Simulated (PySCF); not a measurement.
# CH9BNP: NMR shifts at several levels of theory, part 2 of 2

PySCF 2.14.0. Atoms count from 0. The steps go on from the part before.

## (8) Shielding tensors: KT2/pcSseg-2

Job settings and geometry (Å):

```
{"job": {"kind": "nmr", "xc": "KT2", "basis": "pcSseg-2", "pop": false}, "charge": 0, "multiplicity": 1}
C     -1.437768     0.559923     0.562040
N     -0.151956     0.487812    -0.139492
B      1.015963    -0.321140     0.654049
P      2.510423    -0.470997    -0.638304
H     -1.792849    -0.461620     0.745618
H     -1.280279     1.045682     1.533120
H     -2.187131     1.118403    -0.018017
H     -0.261080     0.043834    -1.055603
H      0.191444     1.429998    -0.338645
H      1.231721     0.316445     1.673716
H      0.551261    -1.432990     0.866393
H      3.428625     0.494405    -0.121743
H      3.174769    -1.581995    -0.044902
```

Method: GIAO KT2/pcSseg-2 NMR shielding, non-relativistic, gas phase.

Log:

```text
coarse grid: 10440 points
cycle   1  E = -469.3550907393  dE =  2.219e-02  |g| = 4.501e-01  |ddm| = 2.165e+00
cycle   2  E = -469.3082439543  dE =  4.685e-02  |g| = 5.899e-01  |ddm| = 1.290e+00
cycle   3  E = -469.4215044042  dE = -1.133e-01  |g| = 8.961e-02  |ddm| = 8.258e-01
cycle   4  E = -469.4238898001  dE = -2.385e-03  |g| = 3.206e-02  |ddm| = 1.436e-01
cycle   5  E = -469.4241252527  dE = -2.355e-04  |g| = 9.875e-03  |ddm| = 3.160e-02
cycle   6  E = -469.4241441014  dE = -1.885e-05  |g| = 3.138e-03  |ddm| = 8.955e-03
cycle   7  E = -469.4241464114  dE = -2.310e-06  |g| = 5.558e-04  |ddm| = 2.916e-03
final grid: 93688 points
cycle   8  E = -469.4479480978  dE = -3.007e-04  |g| = 1.226e-02  |ddm| = 1.048e-01
cycle   9  E = -469.4479274535  dE =  2.064e-05  |g| = 1.241e-02  |ddm| = 1.727e-02
cycle  10  E = -469.4479606416  dE = -3.319e-05  |g| = 3.860e-03  |ddm| = 1.474e-02
cycle  11  E = -469.4479648596  dE = -4.218e-06  |g| = 7.145e-04  |ddm| = 3.830e-03
cycle  12  E = -469.4479649791  dE = -1.195e-07  |g| = 1.770e-04  |ddm| = 8.012e-04
cycle  13  E = -469.4479649867  dE = -7.644e-09  |g| = 4.121e-05  |ddm| = 1.850e-04
cycle  14  E = -469.4479649872  dE = -4.711e-10  |g| = 9.735e-06  |ddm| = 5.442e-05
converged SCF energy = -469.4479649872

GIAO shielding tensors (ppm)
atom      isotropic    diamagn.    paramagn.     s11        s22        s33       span
  0 C      145.958     239.905     -93.948    122.125    130.489    185.259     63.134
  1 N      195.518     310.858    -115.340    179.135    194.611    212.808     33.673
  2 B      116.085     189.454     -73.369     93.042    113.302    141.910     48.868
  3 P      545.142     968.881    -423.739    471.565    573.167    590.694    119.129
  4 H       28.630      29.402      -0.771     25.211     27.124     33.555      8.344
  5 H       28.490      28.991      -0.501     24.757     27.105     33.607      8.850
  6 H       28.537      27.991       0.546     23.654     26.194     35.764     12.110
  7 H       28.361      32.268      -3.906     21.866     27.408     35.811     13.945
  8 H       28.580      32.021      -3.441     22.105     27.827     35.808     13.703
  9 H       28.222      30.250      -2.028     24.477     29.912     30.277      5.801
 10 H       28.796      30.690      -1.894     24.543     30.520     31.325      6.783
 11 H       29.294      29.232       0.062     24.651     27.027     36.204     11.554
 12 H       29.106      28.992       0.114     24.550     26.959     35.810     11.260
```

Run time: 41 s. Hardware: 1 thread of Arm Neoverse V1, shared host; peak memory 0.81 GiB.

Key values: δ C0 36.3, N1 64.6, B2 -17.8, P3 -232.0, H7 2.71, H9 2.67 ppm (means over like atoms).

## (9) Shielding tensors: KT3/pcSseg-2

Same as in step 8 but for these lines:

```diff
@@ -1,2 +1,2 @@
-{"job": {"kind": "nmr", "xc": "KT2", "basis": "pcSseg-2", "pop": false}, "charge": 0, "multiplicity": 1}
+{"job": {"kind": "nmr", "xc": "KT3", "basis": "pcSseg-2", "pop": false}, "charge": 0, "multiplicity": 1}
 C     -1.437768     0.559923     0.562040
```

Method: GIAO KT3/pcSseg-2 NMR shielding, non-relativistic, gas phase.

Log:

```text
coarse grid: 10440 points
cycle   1  E = -468.9750667453  dE =  2.386e-03  |g| = 4.481e-01  |ddm| = 2.163e+00
cycle   2  E = -468.9248663814  dE =  5.020e-02  |g| = 5.926e-01  |ddm| = 1.394e+00
cycle   3  E = -469.0425913668  dE = -1.177e-01  |g| = 8.818e-02  |ddm| = 9.210e-01
cycle   4  E = -469.0448197419  dE = -2.228e-03  |g| = 3.348e-02  |ddm| = 1.378e-01
cycle   5  E = -469.0450740254  dE = -2.543e-04  |g| = 1.017e-02  |ddm| = 3.275e-02
cycle   6  E = -469.0450941230  dE = -2.010e-05  |g| = 3.122e-03  |ddm| = 9.924e-03
cycle   7  E = -469.0450964708  dE = -2.348e-06  |g| = 5.274e-04  |ddm| = 2.967e-03
final grid: 93688 points
cycle   8  E = -469.0654146136  dE = -2.875e-04  |g| = 8.616e-03  |ddm| = 8.623e-02
cycle   9  E = -469.0654139034  dE =  7.101e-07  |g| = 5.064e-03  |ddm| = 7.416e-03
cycle  10  E = -469.0654178653  dE = -3.962e-06  |g| = 2.935e-03  |ddm| = 7.062e-03
cycle  11  E = -469.0654205667  dE = -2.701e-06  |g| = 3.149e-04  |ddm| = 3.335e-03
cycle  12  E = -469.0654205855  dE = -1.882e-08  |g| = 1.792e-04  |ddm| = 4.163e-04
cycle  13  E = -469.0654205920  dE = -6.465e-09  |g| = 3.829e-05  |ddm| = 1.113e-04
cycle  14  E = -469.0654205924  dE = -3.778e-10  |g| = 7.546e-06  |ddm| = 4.670e-05
converged SCF energy = -469.0654205924

GIAO shielding tensors (ppm)
atom      isotropic    diamagn.    paramagn.     s11        s22        s33       span
  0 C      145.092     240.399     -95.307    122.208    129.833    183.233     61.025
  1 N      194.070     310.629    -116.560    178.586    193.123    210.500     31.913
  2 B      115.534     190.100     -74.566     93.708    112.956    139.936     46.228
  3 P      539.551     968.542    -428.991    464.482    569.740    584.431    119.949
  4 H       28.807      29.721      -0.914     25.379     27.331     33.711      8.333
  5 H       28.682      29.120      -0.438     24.963     27.319     33.763      8.799
  6 H       28.724      28.128       0.597     23.934     26.407     35.832     11.898
  7 H       28.463      32.230      -3.767     21.987     27.489     35.914     13.926
  8 H       28.712      31.809      -3.097     22.320     27.889     35.926     13.605
  9 H       28.513      30.689      -2.176     24.796     30.164     30.578      5.782
 10 H       29.067      31.370      -2.303     24.851     30.785     31.564      6.714
 11 H       29.573      29.520       0.053     25.009     27.430     36.280     11.271
 12 H       29.388      29.245       0.144     24.884     27.365     35.916     11.032
```

Run time: 42 s. Hardware: 1 thread of Arm Neoverse V1, shared host; peak memory 0.81 GiB.

This run: δ C0 36.2, N1 64.6, B2 -16.9, P3 -218.0, H7 2.77, H4 2.62 ppm (means over like atoms).

## (10) Shielding tensors: B97-D/pcSseg-2

Same as in step 9 but for these lines:

```diff
@@ -1,2 +1,2 @@
-{"job": {"kind": "nmr", "xc": "KT3", "basis": "pcSseg-2", "pop": false}, "charge": 0, "multiplicity": 1}
+{"job": {"kind": "nmr", "xc": "B97-D", "basis": "pcSseg-2", "pop": false}, "charge": 0, "multiplicity": 1}
 C     -1.437768     0.559923     0.562040
```

With the program's defaults for keys left out, this is: GIAO B97-D/pcSseg-2 NMR shielding, non-relativistic, gas phase.

Log:

```text
coarse grid: 10440 points
cycle   1  E = -464.3913260055  dE = -1.331e-02  |g| = 4.366e-01  |ddm| = 2.224e+00
cycle   2  E = -464.3499253918  dE =  4.140e-02  |g| = 5.688e-01  |ddm| = 1.257e+00
cycle   3  E = -464.4550355481  dE = -1.051e-01  |g| = 8.833e-02  |ddm| = 8.068e-01
cycle   4  E = -464.4572319503  dE = -2.196e-03  |g| = 3.794e-02  |ddm| = 1.423e-01
cycle   5  E = -464.4575560755  dE = -3.241e-04  |g| = 1.069e-02  |ddm| = 3.722e-02
cycle   6  E = -464.4575766881  dE = -2.061e-05  |g| = 3.720e-03  |ddm| = 9.689e-03
cycle   7  E = -464.4575796835  dE = -2.995e-06  |g| = 5.939e-04  |ddm| = 3.267e-03
final grid: 93688 points
cycle   8  E = -464.4610629047  dE = -1.580e-04  |g| = 6.764e-03  |ddm| = 5.518e-02
cycle   9  E = -464.4610565654  dE =  6.339e-06  |g| = 7.845e-03  |ddm| = 7.242e-03
cycle  10  E = -464.4610688342  dE = -1.227e-05  |g| = 2.028e-03  |ddm| = 4.873e-03
cycle  11  E = -464.4610696117  dE = -7.775e-07  |g| = 3.988e-04  |ddm| = 1.294e-03
cycle  12  E = -464.4610696527  dE = -4.093e-08  |g| = 1.160e-04  |ddm| = 4.688e-04
cycle  13  E = -464.4610696564  dE = -3.730e-09  |g| = 3.789e-05  |ddm| = 1.813e-04
cycle  14  E = -464.4610696568  dE = -4.362e-10  |g| = 5.862e-06  |ddm| = 5.176e-05
converged SCF energy = -464.4610696568

GIAO shielding tensors (ppm)
atom      isotropic    diamagn.    paramagn.     s11        s22        s33       span
  0 C      142.466     241.107     -98.641    119.255    127.306    180.838     61.583
  1 N      193.459     312.325    -118.866    177.252    192.910    210.215     32.963
  2 B      113.311     189.193     -75.882     91.681    111.123    137.127     45.446
  3 P      515.491     967.803    -452.312    436.607    548.735    561.132    124.525
  4 H       28.809      29.528      -0.719     25.358     27.394     33.675      8.317
  5 H       28.694      29.080      -0.386     24.955     27.379     33.749      8.794
  6 H       28.791      28.293       0.498     24.076     26.492     35.806     11.731
  7 H       28.529      32.382      -3.853     22.053     27.554     35.980     13.927
  8 H       28.785      31.924      -3.139     22.439     27.973     35.942     13.502
  9 H       28.585      30.737      -2.151     24.943     30.173     30.639      5.696
 10 H       29.128      31.251      -2.123     24.962     30.799     31.622      6.660
 11 H       29.562      29.621      -0.059     25.044     27.492     36.150     11.106
 12 H       29.391      29.375       0.016     24.917     27.445     35.811     10.894
```

Run time: 43 s. Hardware: 1 thread of Arm Neoverse V1, shared host; peak memory 0.81 GiB.

Key values: δ C0 36.6, N1 64.4, B2 -17.0, P3 -220.9, H7 2.74, H4 2.63 ppm (means over like atoms).

## (11) Shielding tensors: B3LYP/pcSseg-2

Same as in step 10 but for these lines:

```diff
@@ -1,2 +1,2 @@
-{"job": {"kind": "nmr", "xc": "B97-D", "basis": "pcSseg-2", "pop": false}, "charge": 0, "multiplicity": 1}
+{"job": {"kind": "nmr", "xc": "B3LYP", "basis": "pcSseg-2", "pop": false}, "charge": 0, "multiplicity": 1}
 C     -1.437768     0.559923     0.562040
```

Level: GIAO B3LYP/pcSseg-2 NMR shielding, non-relativistic, gas phase.

Log:

```text
coarse grid: 10440 points
cycle   1  E = -464.5242465815  dE =  3.244e-02  |g| = 3.721e-01  |ddm| = 2.184e+00
cycle   2  E = -464.5279254495  dE = -3.679e-03  |g| = 3.609e-01  |ddm| = 8.909e-01
cycle   3  E = -464.5698731822  dE = -4.195e-02  |g| = 5.661e-02  |ddm| = 4.634e-01
cycle   4  E = -464.5707225955  dE = -8.494e-04  |g| = 2.110e-02  |ddm| = 8.154e-02
cycle   5  E = -464.5708238835  dE = -1.013e-04  |g| = 7.123e-03  |ddm| = 2.297e-02
cycle   6  E = -464.5708323649  dE = -8.481e-06  |g| = 2.305e-03  |ddm| = 4.268e-03
final grid: 93688 points
cycle   7  E = -464.5803864201  dE = -8.339e-05  |g| = 4.500e-03  |ddm| = 3.683e-02
cycle   8  E = -464.5803851306  dE =  1.289e-06  |g| = 4.895e-03  |ddm| = 5.803e-03
cycle   9  E = -464.5803910513  dE = -5.921e-06  |g| = 4.151e-04  |ddm| = 3.240e-03
cycle  10  E = -464.5803910815  dE = -3.025e-08  |g| = 2.183e-04  |ddm| = 4.433e-04
cycle  11  E = -464.5803910908  dE = -9.245e-09  |g| = 6.384e-05  |ddm| = 1.507e-04
cycle  12  E = -464.5803910915  dE = -7.722e-10  |g| = 9.404e-06  |ddm| = 4.010e-05
converged SCF energy = -464.5803910915

GIAO shielding tensors (ppm)
atom      isotropic    diamagn.    paramagn.     s11        s22        s33       span
  0 C      142.902     238.152     -95.249    119.595    127.835    181.276     61.681
  1 N      195.261     310.890    -115.629    178.881    195.212    211.691     32.810
  2 B      113.170     186.811     -73.641     91.445    110.779    137.285     45.839
  3 P      510.066     966.498    -456.432    427.872    545.424    556.902    129.030
  4 H       28.783      29.220      -0.437     25.213     27.361     33.775      8.561
  5 H       28.684      28.975      -0.292     24.850     27.339     33.862      9.012
  6 H       28.833      28.358       0.475     24.088     26.513     35.897     11.809
  7 H       28.564      32.139      -3.574     21.950     27.524     36.219     14.269
  8 H       28.822      31.845      -3.023     22.376     27.928     36.162     13.786
  9 H       28.635      30.451      -1.816     24.969     30.208     30.728      5.760
 10 H       29.174      30.833      -1.660     24.988     30.837     31.696      6.708
 11 H       29.615      29.635      -0.021     25.048     27.492     36.304     11.255
 12 H       29.438      29.415       0.023     24.898     27.404     36.013     11.114
```

Run time: 30 s. Hardware: 1 thread of Arm Neoverse V1, shared host; peak memory 1.1 GiB.

Key values: δ C0 36.3, N1 63.3, B2 -16.8, P3 -226.8, H7 2.70, H4 2.62 ppm (means over like atoms).

## (12) Comparing the runs: NMR shifts

Shifts (ppm) of some atoms, chosen among heavy atoms and hydrogens apart, means over like atoms, with basis size and wall time:

```csv
run,C0,H7,H9,H11,N1,B2,P3,functions,time
HF/pcSseg-2,33.8,2.63,2.26,1.79,42.8,-12.6,-204.8,277,17 s
LDA/pcSseg-2,35.8,2.76,2.70,2.11,69.5,-21.1,-262.5,277,34 s
PBE/pcSseg-2,36.4,2.74,2.63,1.97,67.7,-20.0,-240.7,277,42 s
BLYP/pcSseg-2,36.8,2.71,2.56,1.92,70.9,-17.7,-224.2,277,42 s
BP86/pcSseg-2,36.7,2.73,2.61,1.95,65.2,-19.5,-238.0,277,42 s
OPBE/pcSseg-2,35.9,2.82,2.60,1.92,61.8,-20.3,-238.9,277,42 s
KT2/pcSseg-2,36.3,2.71,2.67,1.98,64.6,-17.8,-232.0,277,41 s
KT3/pcSseg-2,36.2,2.77,2.56,1.87,64.6,-16.9,-218.0,277,42 s
B97-D/pcSseg-2,36.6,2.74,2.54,1.92,64.4,-17.0,-220.9,277,43 s
B3LYP/pcSseg-2,36.3,2.70,2.48,1.86,63.3,-16.8,-226.8,277,30 s
```

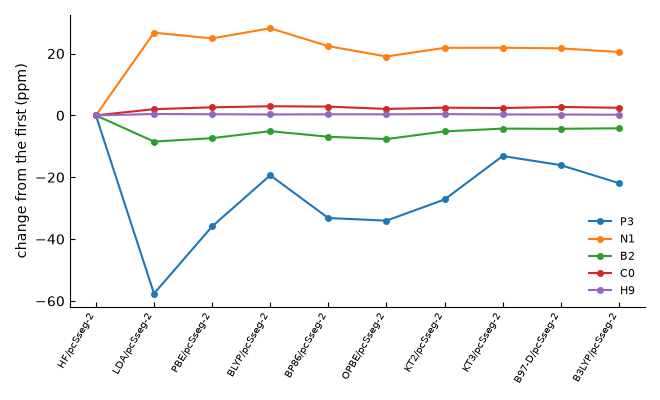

How five of the tabulated atoms move from run to run.

## (13) Results

What follows sums up all 2 parts.

```
                                                            quantity                       value
                                13C shifts against TMS (HF/pcSseg-2)                    33.8 ppm
1H shifts against TMS (HF/pcSseg-2, means over atoms taken as alike)  2.63, 2.57, 2.26, 1.79 ppm
                                15N shifts against NH3 (HF/pcSseg-2)                    42.8 ppm
                           11B shifts against BF3·OEt2 (HF/pcSseg-2)                   -12.6 ppm
                              31P shifts against H3PO4 (HF/pcSseg-2)                  -204.8 ppm
                                            range of the shift of P3        -262.5 to -204.8 ppm
```

In words: Single values in the summary come from the first sound run of each kind (HF/pcSseg-2), which need not be the best level. At HF/pcSseg-2: Shielding is most anisotropic at P3 (span 138 ppm, paramagnetic term -416 ppm). In ppm, P3 moves most: its shift spreads over 57.6 ppm, from -262.5 (LDA/pcSseg-2) to -204.8 (HF/pcSseg-2).
